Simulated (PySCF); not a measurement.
# C₅H₁₀BFSi: electronic excitations

Aim: predict the electronic excitations of C₅H₁₀BFSi (`CB([SiH2]F)[C@H]1[C@@H]2C[C@@H]21`).

Computed with PySCF 2.14.0, with density-fitted response routines of our own, on a single molecule in the gas phase. Atoms count from 0, in the outputs and in this text.

### 1 The starting structure

18 atoms, charge 0, multiplicity 1; geometry from: GFN2-xTB.

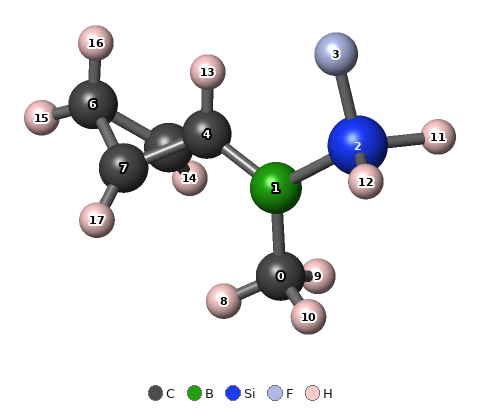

The starting geometry (carbon dark grey, boron green, silicon blue, fluorine light blue, hydrogen pink), atoms numbered; sticks join atoms by distance.

### 2 Ultraviolet spectrum: PBE0/def2-SVPD

The job: settings as JSON, then the geometry in Å.

```
{"job": {"kind": "uv", "xc": "PBE0", "basis": "def2-SVPD", "nstates": 8, "ntriplets": 3}, "charge": 0, "multiplicity": 1}
C     -1.143490     1.443141    -0.745841
B     -0.917545    -0.024898    -0.214318
Si    -2.386868    -1.321680    -0.189886
F     -1.851922    -2.732002     0.423226
C      0.505390    -0.448932     0.245853
C      1.735619     0.205407    -0.366547
C      2.683891    -0.159149     0.732511
C      1.385116     0.528052     1.014489
H     -0.434289     2.175129    -0.363536
H     -1.014027     1.430778    -1.830618
H     -2.148761     1.822643    -0.571321
H     -2.932070    -1.753001    -1.482212
H     -3.532337    -1.039323     0.682452
H      0.648105    -1.492688     0.531468
H      1.861028     0.748203    -1.277801
H      3.595530     0.418584     0.830390
H      2.799301    -1.202725     1.003778
H      1.138571     1.408778     1.566256
```

With the program's defaults for keys left out, this is: TDDFT PBE0/def2-SVPD, vertical, gas phase, core orbitals frozen in the response.

Command:

```console
$ OMP_NUM_THREADS=1 python probes_run.py task.json out
```

The driver reads the jobs from task.json and runs them one after another.

Standard output:

```text
coarse grid: 15432 points
cycle   1  E = -609.7471739852  dE =  9.882e-01  |g| = 5.979e-01  |ddm| = 7.746e+00
cycle   2  E = -609.6805709492  dE =  6.660e-02  |g| = 8.808e-01  |ddm| = 2.254e+00
cycle   3  E = -609.8237840909  dE = -1.432e-01  |g| = 8.499e-02  |ddm| = 1.115e+00
cycle   4  E = -609.8251046963  dE = -1.321e-03  |g| = 3.196e-02  |ddm| = 1.883e-01
cycle   5  E = -609.8253480508  dE = -2.434e-04  |g| = 4.226e-03  |ddm| = 6.914e-02
cycle   6  E = -609.8253517567  dE = -3.706e-06  |g| = 1.871e-03  |ddm| = 1.820e-02
final grid: 144504 points
cycle   7  E = -609.9045004614  dE = -4.681e-05  |g| = 9.187e-03  |ddm| = 3.224e-01
cycle   8  E = -609.9044873317  dE =  1.313e-05  |g| = 1.169e-02  |ddm| = 4.782e-02
cycle   9  E = -609.9045232981  dE = -3.597e-05  |g| = 6.973e-04  |ddm| = 2.104e-02
cycle  10  E = -609.9045234123  dE = -1.142e-07  |g| = 2.017e-04  |ddm| = 1.910e-03
cycle  11  E = -609.9045234220  dE = -9.785e-09  |g| = 4.140e-05  |ddm| = 7.212e-04
cycle  12  E = -609.9045234224  dE = -3.547e-10  |g| = 1.766e-05  |ddm| = 1.484e-04
converged SCF energy = -609.9045234224

Static polarisability (au): isotropic 95.337, principal 77.910 88.892 119.208

Singlet excitations
state   eV       nm        f      main configurations
  1   4.3962    282.0   0.00016   H->L 0.98
  2   4.6595    266.1   0.00883   H-1->L 0.98
  3   5.7179    216.8   0.00087   H-4->L 0.92
  4   6.1549    201.4   0.26950   H-2->L 0.96
  5   6.3128    196.4   0.01382   H-3->L 0.86, H-5->L 0.09
  6   6.4799    191.3   0.04310   H-5->L 0.89
  7   6.6599    186.2   0.01836   H->L+1 0.69, H-1->L+1 0.26
  8   6.9027    179.6   0.01041   H-1->L+1 0.66, H->L+1 0.29

Triplet excitations (Tamm-Dancoff, eV): 3.7385 4.1781 5.2437
```

Wall time 61 s (1 thread of Arm Neoverse V1, shared host); peak memory 1 GiB.

The orbitals next to the gap, with their largest atomic shares:

```
orbital     eV                        atoms
 HOMO−3  -9.25  Si2 21 %, F3 13 %, H12 13 %
 HOMO−2  -9.08    C4 20 %, C7 15 %, C6 15 %
 HOMO−1  -8.12    B1 27 %, Si2 24 %, F3 9 %
   HOMO  -7.56    C5 27 %, C7 27 %, C4 12 %
   LUMO  -1.92   B1 41 %, Si2 17 %, C4 10 %
 LUMO+1   0.06  Si2 35 %, B1 12 %, H12 11 %
 LUMO+2   0.45    B1 34 %, Si2 15 %, C0 9 %
```

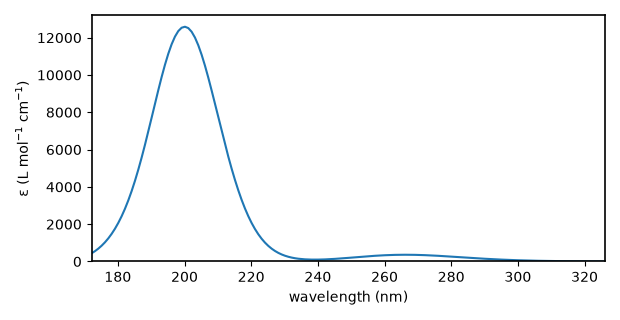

Absorption spectrum: each of the 8 states is a Gaussian band of 0.4 eV half-width at 1/e. Beyond the last state computed it falls off for lack of states.

Further results of this job:

```
           property  computed
  dipole moment (D)      3.30
polarisability (Å³)     14.13
 HOMO–LUMO gap (eV)      5.64
      −ε(HOMO) (eV)      7.56
```

### 3 What came out

```
                                quantity                        value
         lowest singlet (PBE0/def2-SVPD)  4.40 eV (282 nm), f = 0.000
brightest single state of those computed  state 4, 6.15 eV, f = 0.270
                          lowest triplet                      3.74 eV
```

**Reading.** The first singlet state (HOMO→LUMO 0.98) lies at 4.40 eV and is dark; of the 8 states computed, the strongest absorption comes from state 4 at 6.15 eV. The lowest triplet lies 0.66 eV below the lowest singlet (triplets in Tamm-Dancoff, singlets in full TDDFT).
